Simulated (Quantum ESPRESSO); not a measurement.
# Energy and gap at +3 % biaxial strain: honeycomb PAs, 1 layer

Method. Quantum ESPRESSO 7.5 driven by ASE, PBE, GBRV ultrasoft, ESM (bc1); atomic heights clamped; cell area 10.332 Å² at zero strain.

| strain (%) | energy (meV a cell) | gap on the mesh (eV) |
| --- | --- | --- |
| −3 | 57.63 | 1.658 |
| −1.5 | 15.51 | 1.760 |
| 0 | 0.00 | 1.849 |
| +1.5 | 8.13 | 1.912 |

To predict: What are energy and gap at +3 %, and how stiff is the sheet?

**Worked estimate.** About zero, E'' = (15.51 + 8.13 − 2 × 0.00)/1.5² = 10.51 meV per %² and E' = (8.13 − 15.51)/3 = −2.46 meV per %. With E = A K ε², where K = (C11 + C22)/2 + C12 (C11 + C12 for a hexagonal sheet), K = 10.51 × 10/(2 × 10.332) × 16.02 = 81 N/m. The parabola gives E(+3 %) = 0.00 + 3 × (−2.46) + 4.5 × 10.51 = 39.9 meV. Continuing the last slope, the gap is 2 × 1.912 − 1.849 = 1.975 eV.

**Check.** E = 37.2 meV and the gap 1.844 eV. The parabola misses by +2.7 meV, too high, since bonds soften under tension. The gap's line misses by +0.131 eV: the gap is not linear in strain.

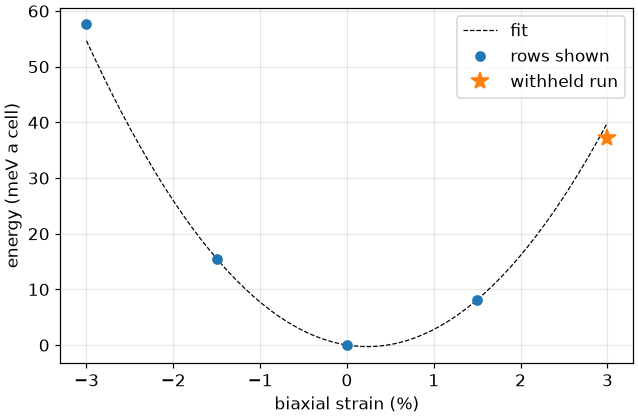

The rows shown, the fit and the withheld run.

**Limits.** Clamped heights stiffen sheets with several planes. Semilocal gap, no spin-orbit coupling.
